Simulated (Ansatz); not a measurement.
# Cl$_{2}$Si···HCl: what the fields show

```xyz
5

Si   -1.0006    0.0000    0.2154
H     1.8225    0.0000    1.9783
Cl    2.0677    0.0000    0.7025
Cl   -0.9845    1.6424   -1.1222
Cl   -0.9845   -1.6424   -1.1222
```

The calculation used Ansatz 0.2.0, RKS PBE/def2-SVP.

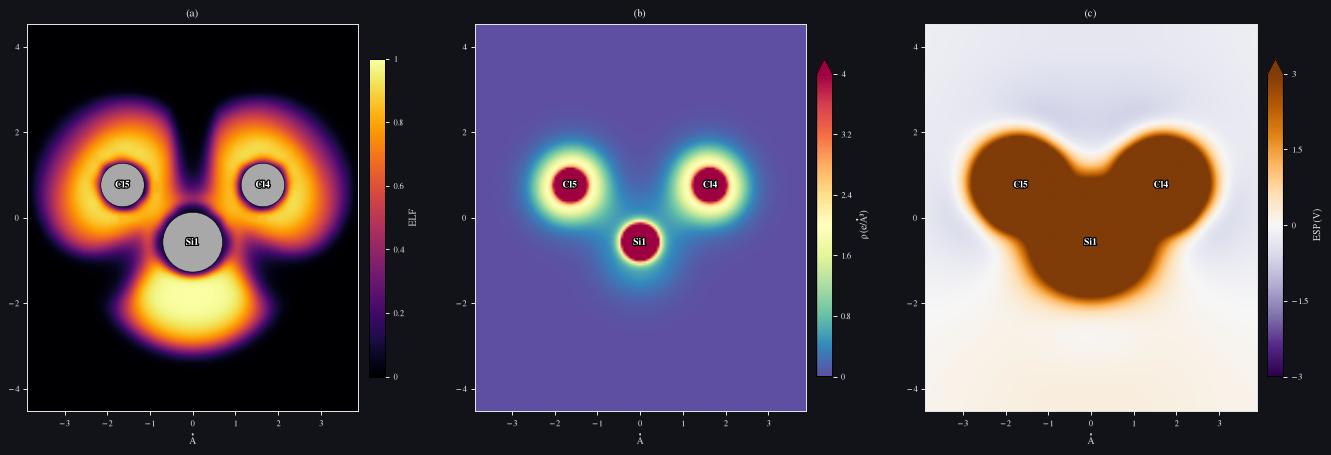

Figure 1. (a) electron localisation function; (b) total electron density; (c) molecular electrostatic potential on the plane of atoms Cl4, Si1 and Cl5. Grey discs cover the atomic cores in the ELF map.

### Describe what can be read from this map.

- Atoms in the plane: Si and Cl.
- Si–Cl (2.12 Å): ρ is about 0.76 e/Å³ halfway, with its minimum of 0.57 e/Å³ about 0.8 Å from Si; the ELF peaks at about 0.85 between the atoms, as expected for a polar covalent bond.
- The ELF also peaks beside Si1, Cl5 and Cl4, away from the bonds: lone-pair regions.
- Outside the dense part of the complex the potential is most negative (−0.7 V) near Cl4 and Cl5.

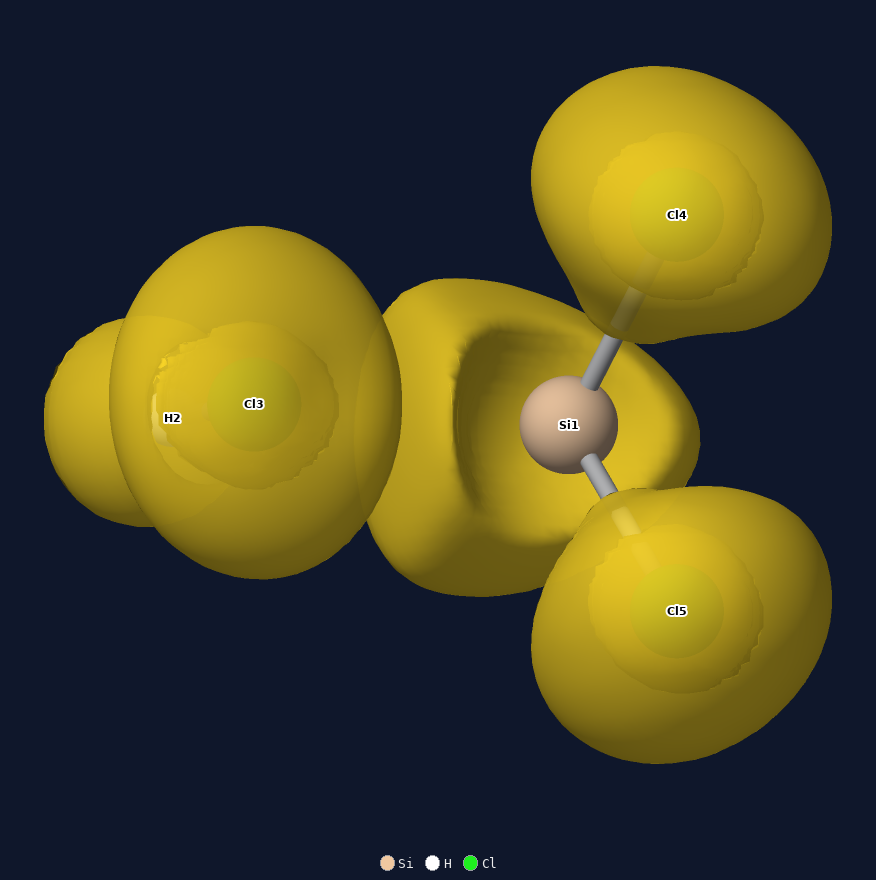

Figure 2. Isosurface of the electron localisation function at 0.75 (yellow), seen across its widest extent. Core shells and regions of very low density are left out.

### Identify the bonds, lone pairs and shells in this picture.

The ELF exceeds this value in two regions on Cl in which the atom's valence shell and bonds are merged, one lobe on Si, pointing away from the bonds (lone pairs) and one joined region spread over several atoms (Cl, H), in which their bonds and any lone pairs are merged. Along the contacts the grid gives the following. Si1···Cl3 (3.11 Å): the ELF peaks at about 0.90 in the valence shell of Cl, 0.9 Å from its nucleus, and is about 0.20 at the midpoint.

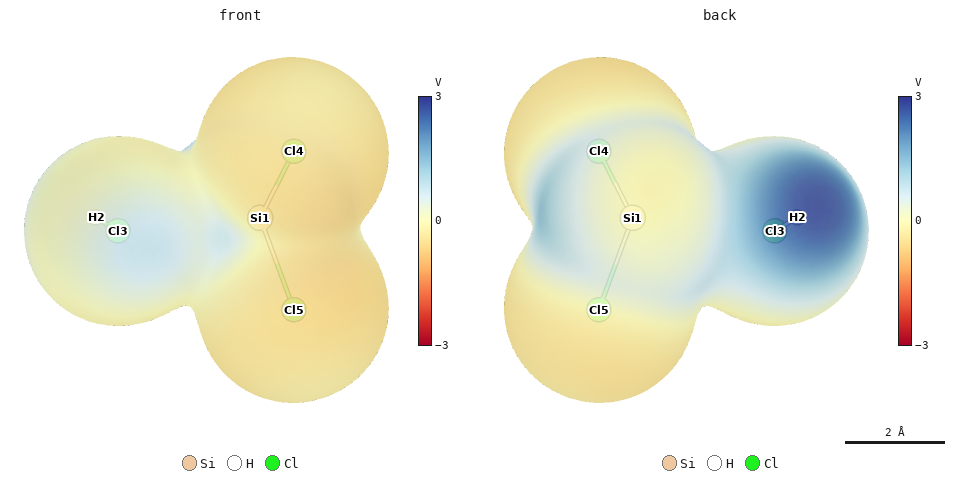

Figure 3. The electrostatic potential painted on the density surface at 0.002 e/bohr³, seen from the front and from behind; red is negative and blue positive.

### Where is the surface potential most negative and most positive?

The most negative region (about −0.7 V) lies over Cl4 and Cl5, the most positive (about +2.7 V) over H2. Cl3 shows a σ-hole: about +0.7 V at the tip opposite its bond, against about 0.0 V on its flanks.

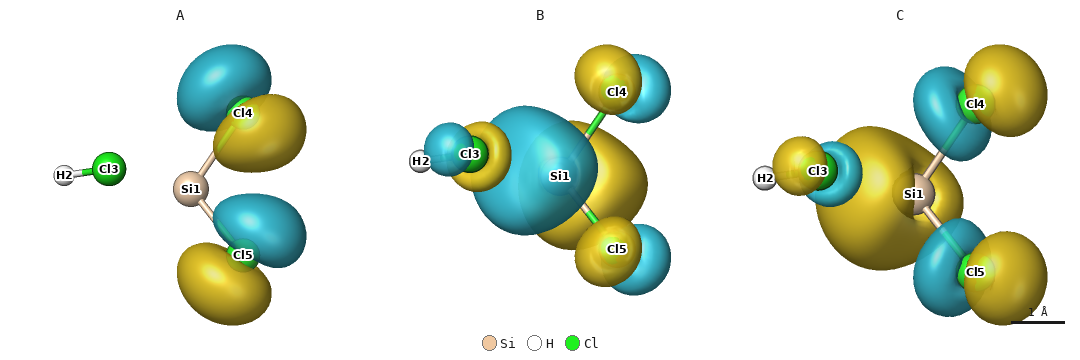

Figure 4. Three frontier orbitals at ±0.1 Å⁻³ᐟ² (yellow and cyan are the two phases), in no order.

### Order the three orbitals by energy and name them.

A is the HOMO−1 (−7.24 eV). It lies mainly on Cl4 (about 45 %) and Cl5 (about 45 %); largely a combination of lone pairs on Cl4 and Cl5. C is the HOMO (−6.15 eV). Its weight (Hirshfeld) is mainly on Si1 (about 55 %), Cl4 (about 20 %) and Cl5 (about 20 %). B is the LUMO (−2.96 eV). It lies mainly on Si1 (about 70 %), Cl4 (about 10 %), Cl5 (about 10 %) and Cl3 (about 5 %).

### What is the HOMO–LUMO gap?

3.19 eV between the orbital energies.
